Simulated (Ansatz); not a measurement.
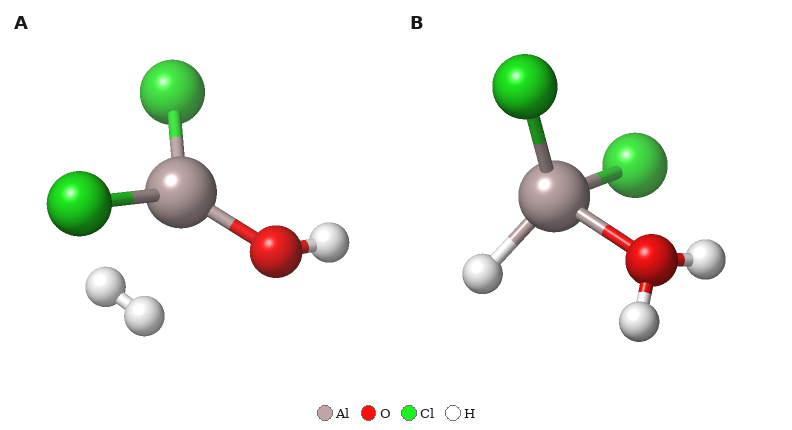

2 stationary structures of one formula. Geometries: PBE0-D4/def2-TZVP. Electronic energies: B3LYP-D4/def2-TZVPP (Ansatz 0.2.0), without zero-point energy. Each is one conformer, not always the lowest.

Which structure is the most stable?

Answer. A is lowest (C1, a minimum); B lies 0.205 eV above it (C1, a minimum).

Give E(B) − E(A) in eV at these levels too: RHF-CCSD(T) (frozen core)/def2-TZVPP; CCSD(T)/CBS (MP2 limit from def2-TZVPP and def2-QZVPP plus CCSD(T) − MP2); RHF/STO-3G; B2PLYP (frozen core)/def2-TZVPP; CAM-B3LYP-D4/def2-TZVPP; B3LYP-D4/def2-TZVPP; ωB97M-V/def2-TZVPP; ωB97X-V/def2-TZVPP.

```json
{"level": "RHF-CCSD(T) (frozen core)/def2-TZVPP", "E(B) − E(A) (eV)": "+0.171"}
{"level": "CCSD(T)/CBS (MP2 limit from def2-TZVPP and def2-QZVPP plus CCSD(T) − MP2)", "E(B) − E(A) (eV)": "+0.180"}
{"level": "RHF/STO-3G", "E(B) − E(A) (eV)": "−1.218"}
{"level": "B2PLYP (frozen core)/def2-TZVPP", "E(B) − E(A) (eV)": "+0.209"}
{"level": "CAM-B3LYP-D4/def2-TZVPP", "E(B) − E(A) (eV)": "+0.154"}
{"level": "B3LYP-D4/def2-TZVPP", "E(B) − E(A) (eV)": "+0.205"}
{"level": "ωB97M-V/def2-TZVPP", "E(B) − E(A) (eV)": "+0.150"}
{"level": "ωB97X-V/def2-TZVPP", "E(B) − E(A) (eV)": "+0.136"}
```
